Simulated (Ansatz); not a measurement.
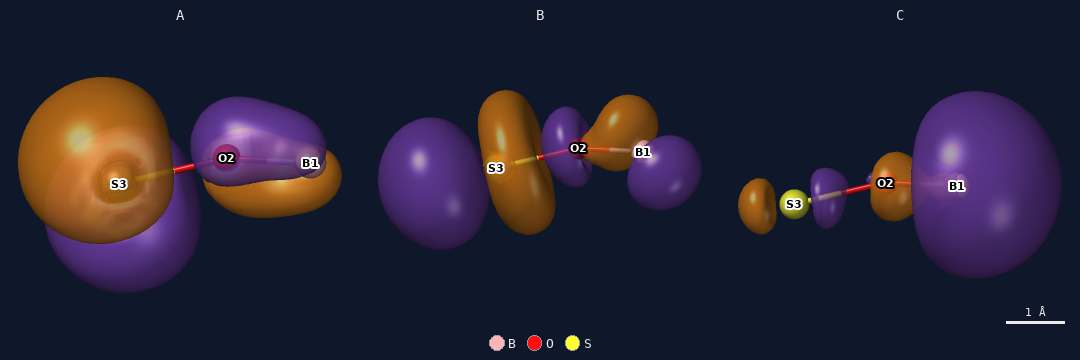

BOS (SMILES [B]=[O+][S-]) (doublet). Three frontier orbitals at ±0.1 Å⁻³ᐟ² (orange and purple are the two phases), in no order.

Geometry: B3LYP-D3(BJ)/def2-SVP.

All numbers below come from isolated molecule in a Gaussian basis; Kohn-Sham density functional theory, functional PBE0 in Ansatz.

### Order the three orbitals by energy and name them. All are α orbitals.

A is the HOMO−1 (α) (−8.14 eV). By Hirshfeld shares it lies mainly on S3 (about 85 %) and O2 (about 10 %); largely a lone pair of S3. C is the HOMO (α) (−7.41 eV). Its weight (Hirshfeld) is mainly on B1 (about 90 %) and O2 (about 5 %). B is the LUMO (α) (−2.14 eV). It lies mainly on S3 (about 70 %), O2 (about 15 %) and B1 (about 10 %).

### What is the gap between the highest occupied and lowest empty α orbitals?

5.27 eV between the orbital energies.
